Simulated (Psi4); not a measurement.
# One shape, several levels: CHFGaN (SMILES N#[C][GaH][F])

We compute a comparison of 4 runs (HF/3-21G, HSE06/cc-pVDZ, wB97X-V/cc-pVDZ, B3LYP/6-31G*) of CHFGaN. 

The results are computed with Psi4 1.11.

### 1 Starting point

CHFGaN: 5 atoms, total charge 0, spin state singlet. SMILES: `N#[C][GaH][F]`. One bond was lengthened or shortened from a relaxed shape.

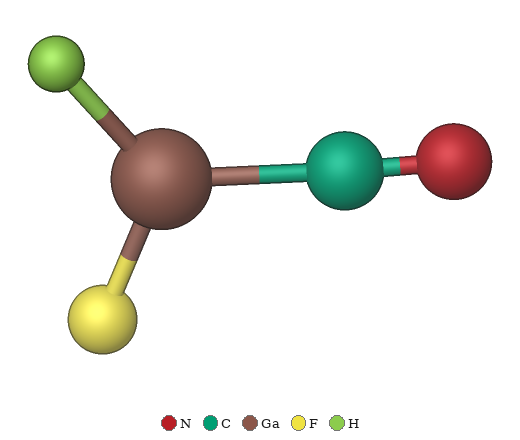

Viewed from a chosen angle; nitrogen red, carbon teal, gallium brown, fluorine yellow, hydrogen green.

### 2 The energy at HF/3-21G (run 1)

calc.py

```python
import psi4

psi4.set_memory(2200000000)
psi4.set_num_threads(1)
psi4.set_output_file('chfgan.out', False)

geom = psi4.geometry("""
0 1
N      1.148155    -1.876790     1.293019
C      0.575155    -1.084290     0.683319
Ga    -0.325545     0.299410    -0.318481
F     -1.790545    -0.273090    -1.065581
H      0.179200     1.982700    -0.525600
symmetry c1
""")

psi4.set_options(dict(puream=True, e_convergence=1e-09, d_convergence=1e-08, scf_type='pk'))

result = psi4.energy('scf/3-21G')
print(f'scf/3-21G energy: {result:.10f} Eh')
```

Launch:

```sh
$ python calc.py
```

chfgan.out:

```text
[...]
  Running in c1 symmetry.
[...]
  Nuclear repulsion =  222.430219539516770
[...]
  Multiplicity = 1
[...]
  Nalpha       = 27
  Nbeta        = 27
[...]
    Number of basis functions: 51
[...]
   @RHF iter   1: -2104.79394888853767   -5.10659e+00   1.49403e-02 ADIIS/DIIS
[...]
   @RHF iter  13: -2105.17842798039010   -8.64020e-12   4.66107e-09 DIIS
[...]
    Orbital Energies [Eh]
    ---------------------
    Doubly Occupied:
       1A   -376.543053     2A    -48.069283     3A    -42.330092
       4A    -42.328108     5A    -42.327460     6A    -26.105729
       7A    -15.530482     8A    -11.213793     9A     -6.443662
      10A     -4.521390    11A     -4.516972    12A     -4.514896
      13A     -1.512920    14A     -1.256197    15A     -1.200953
      16A     -1.200879    17A     -1.198568    18A     -1.194532
      19A     -1.189548    20A     -0.716853    21A     -0.616262
      22A     -0.592896    23A     -0.587470    24A     -0.552178
      25A     -0.495407    26A     -0.492417    27A     -0.471468
[...]
  @RHF Final Energy: -2105.17842798039010
   => Energetics <=
    Nuclear Repulsion Energy =            222.4302195395167701
    One-Electron Energy =               -3379.7703614300344270
    Two-Electron Energy =                1052.1617139101276734
    Total Energy =                      -2105.1784279803900972
[...]
 Multipole Moments:
 ------------------------------------------------------------------------------------
     Multipole            Electronic (a.u.)      Nuclear  (a.u.)        Total (a.u.)
 ------------------------------------------------------------------------------------
 L = 1.  Multiply by 2.5417464519 to convert [e a0] to [Debye]
 Dipole X            :         -1.9548332            2.0858440            0.1310108
 Dipole Y            :          2.1832967           -1.0828798            1.1004169
 Dipole Z            :         -1.9176943            1.6566970           -0.2609974
 Magnitude           :                                                    1.1385082
[...]
```

On the terminal:

```text
scf/3-21G energy: -2105.1784279804 Eh
```

It took 1.8 s on 1 thread of Intel Xeon 6975P-C (Granite Rapids), shared host; peak memory 0.2 GiB.

### 3 A single-point energy at HSE06/cc-pVDZ (run 2)

chfgan.xyz

```xyz
5
CHFGaN
N      1.148155    -1.876790     1.293019
C      0.575155    -1.084290     0.683319
Ga    -0.325545     0.299410    -0.318481
F     -1.790545    -0.273090    -1.065581
H      0.179200     1.982700    -0.525600
```

run.py

```python
import psi4

psi4.set_memory('2200 MB')
psi4.set_num_threads(1)
psi4.core.set_output_file('output.dat', False)

with open('chfgan.xyz') as f:
    atoms = ''.join(f.readlines()[2:])
mol = psi4.geometry('0 1\n' + atoms + 'symmetry c1')

psi4.set_options({
    'basis': 'cc-pVDZ',
    'puream': True,
    'e_convergence': 1e-09,
    'd_convergence': 1e-08,
    'scf_type': 'pk',
    'dft_radial_points': 99,
    'dft_spherical_points': 590,
})

energy_value, wavefunction = psi4.energy("hse06", return_wfn=True)
psi4.oeprop(wavefunction, "MAYER_INDICES", "WIBERG_LOWDIN_INDICES", "MULLIKEN_CHARGES", title="HSE06")
print(f'total energy {energy_value:.8f} hartree = {energy_value * 27.211386:.5f} eV')
for k, v in sorted(psi4.core.scalar_variables().items()):
    print(f'{k:45s} {v:18.10f}')
```

Launch:

```sh
$ python run.py
```

output.dat:

```text
[...]
  Running in c1 symmetry.
[...]
  Nuclear repulsion =  222.430219539516770
[...]
  Multiplicity = 1
[...]
  Nalpha       = 27
  Nbeta        = 27
[...]
    Number of basis functions: 74
[...]
   @RKS iter   1: -2117.01491638752304   -3.56408e+00   1.45882e-02 ADIIS/DIIS
[...]
   @RKS iter  12: -2117.69445241662424   -9.09495e-13   1.54248e-09 DIIS
[...]
  @RKS Final Energy: -2117.69445241662424
   => Energetics <=
    Nuclear Repulsion Energy =            222.4302195395167701
    One-Electron Energy =               -3390.5175159687014457
    Two-Electron Energy =                1125.0281885323120150
    DFT Exchange-Correlation Energy =     -74.6353445197515413
    Empirical Dispersion Energy =           0.0000000000000000
    VV10 Nonlocal Energy =                  0.0000000000000000
    Total Energy =                      -2117.6944524166242445
[...]
 Multipole Moments:
 ------------------------------------------------------------------------------------
     Multipole            Electronic (a.u.)      Nuclear  (a.u.)        Total (a.u.)
 ------------------------------------------------------------------------------------
 L = 1.  Multiply by 2.5417464519 to convert [e a0] to [Debye]
 Dipole X            :         -2.0149132            2.0858440            0.0709308
 Dipole Y            :          2.1636656           -1.0828798            1.0807858
 Dipole Z            :         -1.9495402            1.6566970           -0.2928433
 Magnitude           :                                                    1.1220010
[...]
  Mulliken Charges: (a.u.)
   Center  Symbol    Alpha    Beta     Spin     Total
       1     N     3.53661  3.53661  0.00000 -0.07322
       2     C     3.06438  3.06438  0.00000 -0.12876
       3    GA    15.19409 15.19409  0.00000  0.61182
       4     F     4.68184  4.68184  0.00000 -0.36368
       5     H     0.52308  0.52308  0.00000 -0.04616
   Total alpha = 27.00000, Total beta = 27.00000, Total charge =  0.00000
  Mayer Bond Indices:
[...]
```

Standard output:

```text
total energy -2117.69445242 hartree = -57625.40117 eV
CURRENT ENERGY                                  -2117.6944524166
CURRENT REFERENCE ENERGY                        -2117.6944524166
DD SOLVATION ENERGY                                 0.0000000000
DFT FUNCTIONAL TOTAL ENERGY                     -2117.6944524166
DFT TOTAL ENERGY                                -2117.6944524166
DFT VV10 ENERGY                                     0.0000000000
DFT XC ENERGY                                     -74.6353445198
GRID ELECTRONS ALPHA                               26.9999992025
GRID ELECTRONS BETA                                26.9999992025
GRID ELECTRONS TOTAL                               53.9999984050
NUCLEAR REPULSION ENERGY                          222.4302195395
ONE-ELECTRON ENERGY                             -3390.5175159687
PCM POLARIZATION ENERGY                             0.0000000000
PE ENERGY                                           0.0000000000
SCF ITERATION ENERGY                            -2117.6944524166
SCF ITERATIONS                                     12.0000000000
SCF TOTAL ENERGY                                -2117.6944524166
TWO-ELECTRON ENERGY                              1125.0281885323
XC GRID RADIAL POINTS                              99.0000000000
XC GRID SPHERICAL POINTS                          590.0000000000
XC GRID TOTAL POINTS                           280365.0000000000
```

It took 27 s on 1 thread of Intel Xeon 6975P-C (Granite Rapids), shared host; peak memory 1 GiB.

Run 3 isn't shown in full; the table further down has it.

### 4 Energy and forces at B3LYP/6-31G(d) (spherical functions) (run 4)

calc.inp

```
memory 2200 MB

molecule molecule1 {
  0 1
  N      1.148155    -1.876790     1.293019
  C      0.575155    -1.084290     0.683319
  Ga    -0.325545     0.299410    -0.318481
  F     -1.790545    -0.273090    -1.065581
  H      0.179200     1.982700    -0.525600
  symmetry c1
  no_reorient
  no_com
}

set basis 6-31G*
set puream true
set e_convergence 1e-09
set d_convergence 1e-08
set scf_type pk
set dft_radial_points 99
set dft_spherical_points 590

result, w = gradient('b3lyp', return_wfn=True)
oeprop(w, 'MULLIKEN_CHARGES', 'QUADRUPOLE', 'MAYER_INDICES')
```

Launch:

```sh
$ psi4 -n 1 calc.inp calc.out
```

calc.out:

```text
[...]
  Running in c1 symmetry.
[...]
  Nuclear repulsion =  222.430219539516770
[...]
  Multiplicity = 1
[...]
  Nalpha       = 27
  Nbeta        = 27
[...]
    Number of basis functions: 76
[...]
   @RKS iter   1: -2115.99103216437607   -1.99700e+00   3.93686e-02 DIIS/ADIIS
[...]
   @RKS iter  13: -2117.92551457084846   -7.27596e-12   6.63301e-09 DIIS
[...]
  @RKS Final Energy: -2117.92551457084846
   => Energetics <=
    Nuclear Repulsion Energy =            222.4302195395167701
    One-Electron Energy =               -3390.2747807615023703
    Two-Electron Energy =                1128.9974796572755622
    DFT Exchange-Correlation Energy =     -79.0784330061381979
    Empirical Dispersion Energy =           0.0000000000000000
    VV10 Nonlocal Energy =                  0.0000000000000000
    Total Energy =                      -2117.9255145708484633
[...]
  -Total Gradient:
     Atom            X                  Y                   Z
    ------   -----------------  -----------------  -----------------
       1       -0.013837381657     0.019864881854    -0.014953546659
       2        0.011494089937    -0.019081273527     0.013228745487
       3       -0.012272311027    -0.040477729886     0.004894833872
       4        0.002805858508    -0.000202072537     0.001836298951
       5        0.011752106206     0.039808826976    -0.005015496690
[...]
 Multipole Moments:
 ------------------------------------------------------------------------------------
     Multipole            Electronic (a.u.)      Nuclear  (a.u.)        Total (a.u.)
 ------------------------------------------------------------------------------------
 L = 1.  Multiply by 2.5417464519 to convert [e a0] to [Debye]
 Dipole X            :         27.5034425          -27.4758336            0.0276089
 Dipole Y            :         21.5511065          -20.4783384            1.0727681
 Dipole Z            :         12.6036491          -12.9213671           -0.3177180
 Magnitude           :                                                    1.1191686
 L = 2.  Multiply by 1.3450342976 to convert [e a0^2] to [Debye ang]
 Quadrupole XX       :       -182.2459536          154.9291483          -27.3168054
 Quadrupole XY       :         62.3736413          -61.0338714            1.3397699
[...]
```

Wall time 9.9 s (1 thread of Intel Xeon 6975P-C (Granite Rapids), shared host); peak memory 0.75 GiB.

### 5 All runs side by side

```tsv
run	level	integration grid	task	energy (Eh)	dipole moment (D)	HOMO energy (eV)	LUMO energy (eV)	wall time
1	HF/3-21G	–	energy	-2105.178428	2.89	-12.83	0.57	1.8 s
2	HSE06/cc-pVDZ	99 radial × 590 angular	energy	-2117.694452	2.85	-9.36	-2.87	27 s
3	wB97X-V/cc-pVDZ	99 radial × 590 angular	energy	-2117.900444	2.86	-12.16	-0.42	48 s
4	B3LYP/6-31G* (spherical functions)	99 radial × 590 angular	gradient	-2117.925515	2.84	-9.48	-2.71	9.9 s
```

### 6 Results

| quantity | value |
| --- | --- |
| run 4: total energy | -2117.92551 Eh |
| run 4: dipole moment | 2.84 D |
| run 4: HOMO energy | -9.48 eV |
| run 4: LUMO energy | -2.71 eV |
| run 4: HOMO–LUMO gap | 6.78 eV |
| run 4: largest force on an atom | 2.190 eV/Å |

The dipole moment (its size) runs from 2.84 D (B3LYP/6-31G*) to 2.89 D (HF/3-21G). The two ends differ in method and basis. The HOMO–LUMO gap runs from 6.49 eV (HSE06/cc-pVDZ) to 13.40 eV (HF/3-21G). Totals of different functionals can't be ranked against each other. All runs together took 87 s, the longest 48 s.
